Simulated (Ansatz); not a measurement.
**C₂H₄AlNS (SMILES [NH2][Al]1[CH]=[C]1S): density, localisation and related maps**

Input file:

```
crystal:
  periodic: [false, false, false]
  atoms:
    - { symbol: "N", position_ang: [0.9657, 0.4941, -2.1992] }
    - { symbol: Al, position_ang: [0.501, -0.1522, -0.4782] }
    - { symbol: C, position_ang: [-0.0407, -0.00328, 1.23809] }
    - { symbol: C, position_ang: [0.29174, -1.32888, 0.84928] }
    - { symbol: S, position_ang: [0.61614, -3.00598, 1.41662] }
    - { symbol: H, position_ang: [1.1227, 1.5714, -2.0896] }
    - { symbol: H, position_ang: [0.0673, 0.4772, -2.771] }
    - { symbol: H, position_ang: [-0.49335, 0.66372, 1.95855] }
    - { symbol: H, position_ang: [1.90563, -2.78042, 1.8583] }
basis:
  gaussian: { orbitals: def2-SVP }
hamiltonian:
  xc: hf
relax:
  f_tol: 0.015
  max_steps: 40
output:
  orbitals: {}
```

Run with:

```sh
ansatz run input.yaml --threads 1 --pin off --max-ram 2048MiB --backend cpu --events-out ev --progress --plain --runs-dir out
```

The fields are those of the relaxed geometry.

Level of theory: RHF/def2-SVP (Ansatz).

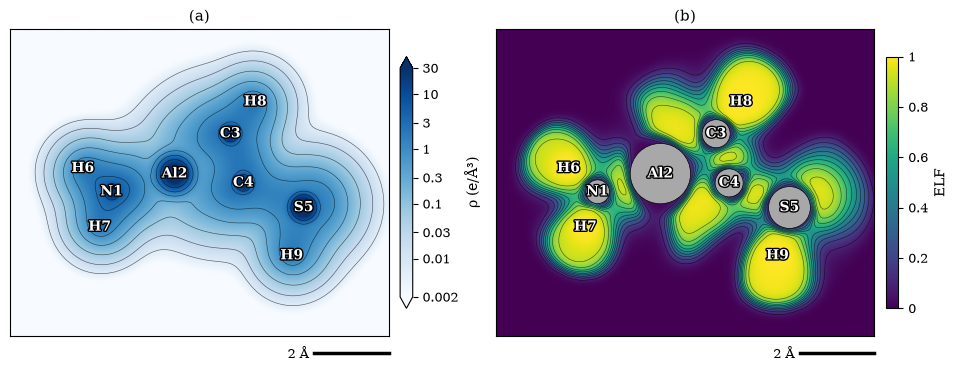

Figure 1. (a) electron density; (b) electron localisation function on the molecular plane. Grey discs cover the atomic cores in the ELF map.

**What does the map show?**

The section cuts through N, Al, C, S and H sites.
C–C (1.37 Å): the density is about 2.2 e/Å³ at the midpoint; the ELF peaks at about 0.90 between the atoms, as expected for localised, covalent bonding.
C–S (1.75 Å): the density is about 1.4 e/Å³ at the midpoint; the ELF peaks at about 0.95 between the atoms (a covalent bond).
Al–N (1.76 Å): ρ is about 0.86 e/Å³ halfway; the ELF peaks at about 0.90 in the valence shell of N, 0.7 Å from its nucleus, and is about 0.50 at the midpoint.
C–Al (1.84 Å): the density is about 0.7 e/Å³ at the midpoint; the ELF peaks at about 0.80 in the valence shell of C, 0.7 Å from its nucleus, and is about 0.40 at the midpoint.
N–H (1.00 Å): ρ at the midpoint is about 2.8 e/Å³; the ELF climbs to about 1 towards the hydrogen, as it does in any bond to H: a covalent bond by its length.
The ELF also peaks beside S5, away from the bonds: lone-pair regions.

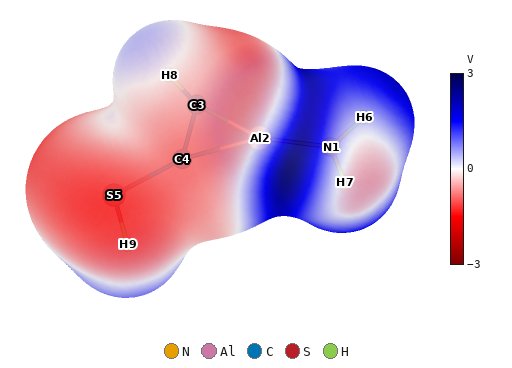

Figure 2. The molecular electrostatic potential painted on the density surface at 0.002 e/bohr³, seen at a tilt; the colour scale runs from red (negative) to blue (positive).

**Where is the surface potential most negative and most positive?**

The most negative region (about −1.3 V) lies over S5, the most positive (about +2.6 V) over Al2.

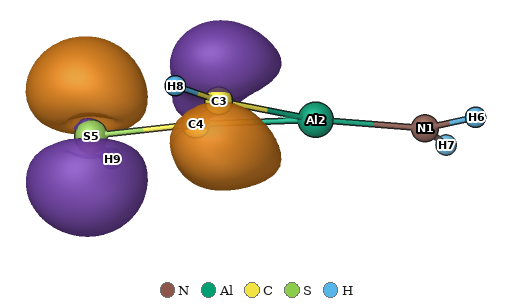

Figure 3. The HOMO at ±0.15 Å⁻³ᐟ² (orange and purple are the two phases), seen from one side.

**Where does this orbital lie, and at what energy?**

It lies mainly on S5 (about 50 %), C3 (about 25 %), C4 (about 15 %) and Al2 (about 10 %); it changes sign across the molecular plane (π type); π-bonding across Al2–C3, Al2–C4 and C3–C4. Its energy is −8.60 eV.
